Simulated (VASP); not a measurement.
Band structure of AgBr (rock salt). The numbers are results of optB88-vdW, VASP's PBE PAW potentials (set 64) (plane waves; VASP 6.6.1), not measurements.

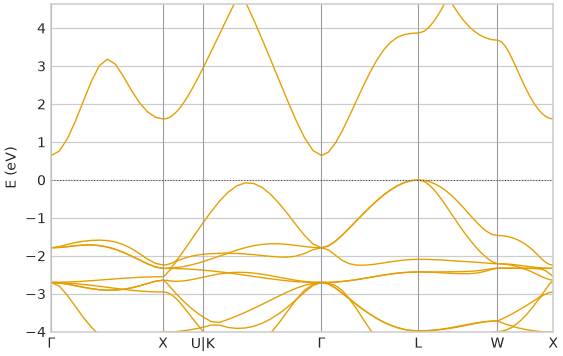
Figure. Bands along high-symmetry lines, zero at the valence-band maximum or, without a gap, the Fermi level

Question: Read the plot: is there a gap, and where are the band edges?

Answer: The gap is indirect, 0.64 eV, from the valence maximum at L to the conduction minimum at Γ. (Edges off the drawn lines would not show.)

The compound is AgBr in the rock salt structure. It was relaxed first.
